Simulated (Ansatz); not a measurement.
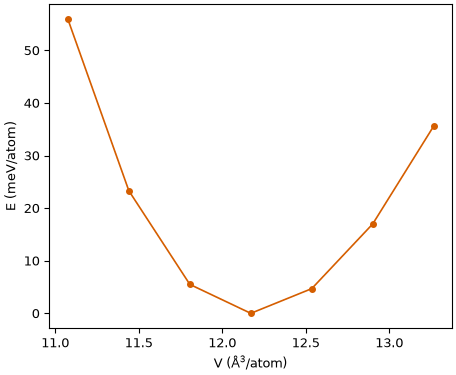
*Ti3CuC2 in space group P6_3/mmc (No. 194; Ti on 4f, Ti on 2a, Cu on 2b, C on 4f) under volume change, PBE in the plane-wave PAW code Ansatz, shape and atoms relaxed at each volume.*

Q: What does a third-order Birch–Murnaghan fit give for V₀, B₀ and B′?

A: V₀ = 12.18 Å³/atom, B₀ = 143 GPa, B′ = 6.1.

The start of the workflow was typed in or built on a structure type; neither database checked (COD, Materials Project) lists it. Its standing as an ambient phase is unchecked. Symmetry was held in the PBE relaxation; its stability against distortions is not shown here. No spin polarisation was allowed.

Potentials: the earlier of the program's two PAW sets.
